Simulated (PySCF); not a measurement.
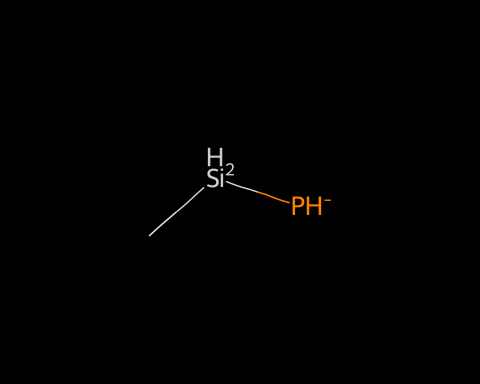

The species has charge −1 and is a spin singlet. Computed geometry: GFN2-xTB optimisation. No frequency run is at hand to confirm it as a minimum. Level of theory: ωB97X-D/def2-SVPD, gas phase (PySCF 2.14.0).

Predict the main results.

The species is CH6PSi(-) (`C[SiH2][PH-]`).
- HOMO energy (Kohn–Sham orbital): −1.50 eV
- mean static polarisability: 86.2 bohr³

The geometry is semi-empirical. Around P, Si such bond lengths and angles can be off by a tenth of an ångström or more and by several degrees, and values that hang on the shape move with them.
